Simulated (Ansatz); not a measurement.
## Electronic structure of C2H7PSi (SMILES P[SiH]1CC1) in real space

```xyz
11

P    -1.7995    1.1569   -0.7348
Si    0.2277    0.5758   -0.0083
C     0.3271   -0.9435    1.0475
C     0.7900   -1.1448   -0.4038
H    -1.3230    1.9786   -1.7915
H    -1.9460    2.2478    0.1636
H     1.2682    1.6130    0.1795
H    -0.5897   -1.4463    1.3367
H     1.0958   -0.9963    1.8115
H     1.8499   -1.3240   -0.5522
H     0.1648   -1.7744   -1.0280
```

Geometry: PBE0-D4/def2-TZVP.

Theory: RKS PBE0-D4/def2-TZVPP in Ansatz 0.2.0.

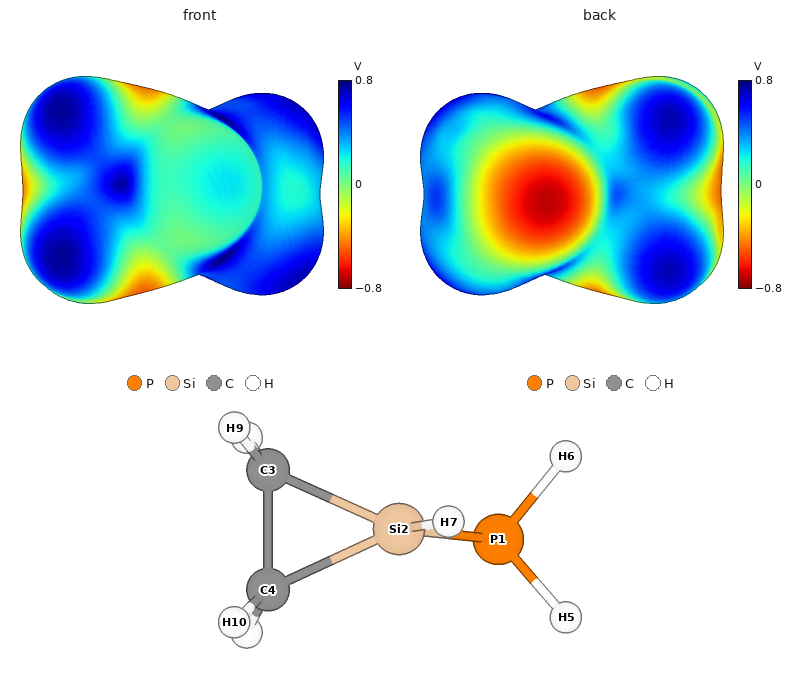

Figure 1. The molecular electrostatic potential painted on the density surface at 0.002 e/bohr³, seen from the front and from behind; the colour scale runs from red (negative) to blue (positive). The bare structure is drawn below in the same view.

**Where is the surface potential most negative and most positive?**

The most negative region (about −0.7 V) lies over P1, the most positive (about +0.8 V) over the H and Si atoms.

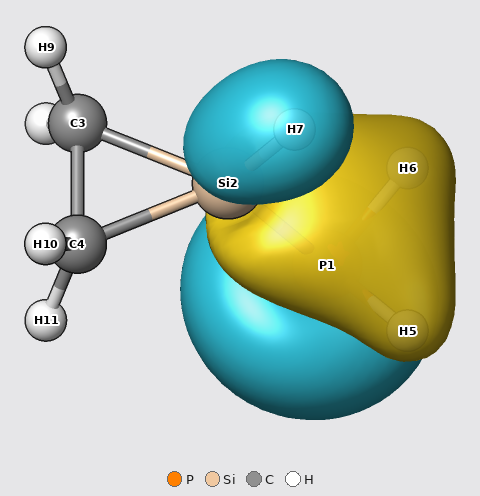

Figure 2. The HOMO−1 at ±0.1 Å⁻³ᐟ² (yellow and cyan are the two phases), seen at a tilt.

**Describe this orbital and give its energy.**

Its weight (Hirshfeld) is mainly on P1 (about 70 %), Si2 (about 15 %) and H7 (about 5 %); largely a lone pair of P1. Its energy is −7.64 eV.

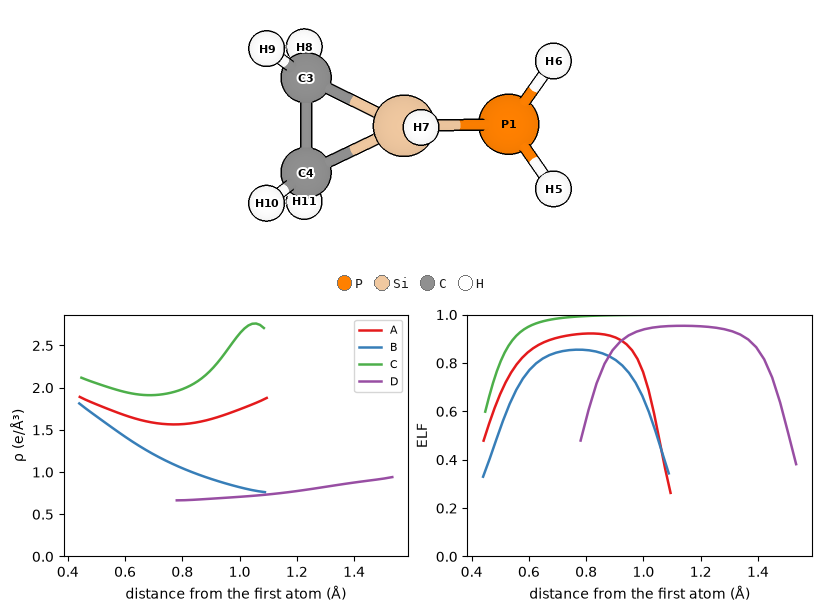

Figure 3. Total electron density and ELF along straight lines between neighbouring atoms. The curves leave out the atomic cores. The structure is drawn too.

**Which curve belongs to which contact (C–C, C–H, C–Si and Si–P)? The first atom named is at distance zero.**

Curve A: C–C (1.54 Å): ρ at the midpoint is about 1.6 e/Å³; the ELF peaks at about 0.90 between the atoms; a covalent bond. Curve B: C–Si (1.85 Å): ρ is about 0.89 e/Å³ halfway; the ELF peaks at about 0.85 between the atoms: localised, covalent bonding. Curve C: C–H (1.08 Å): ρ is about 2 e/Å³ halfway; the ELF climbs to about 1 towards the hydrogen, as it does in any bond to H; a covalent bond by its length. Curve D: Si–P (2.23 Å): the density is about 0.74 e/Å³ at the midpoint; the ELF peaks at about 0.95 between the atoms, as expected for localised, covalent bonding.
